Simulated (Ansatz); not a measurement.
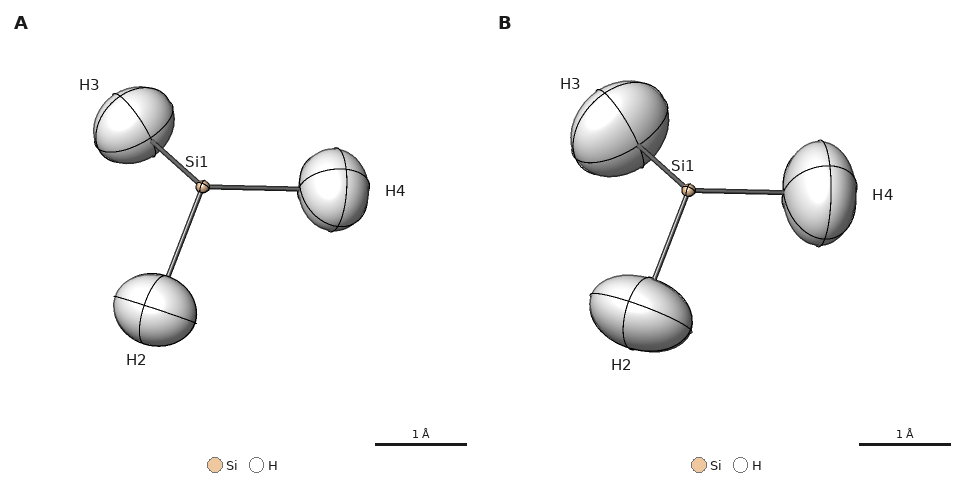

Displacement ellipsoids at the 50 % level, scaled by 3, from the internal vibrations of the free molecule (harmonic, no overall translation or rotation; no half-axis is drawn under 0.075 Å). Charge 0, doublet. Vibrations computed with UKS PBE0-D4/def2-TZVP (Ansatz 0.2.0). One panel is for 298 K, the other for 900 K.

**Which panel is for 900 K?**

B.

**How much does the mean-square displacement of H4 grow, and why?**

U_eq goes from 0.0088 to 0.0129 Å², a factor of 1.5. The lowest modes (from 748 cm⁻¹) begin to be excited.
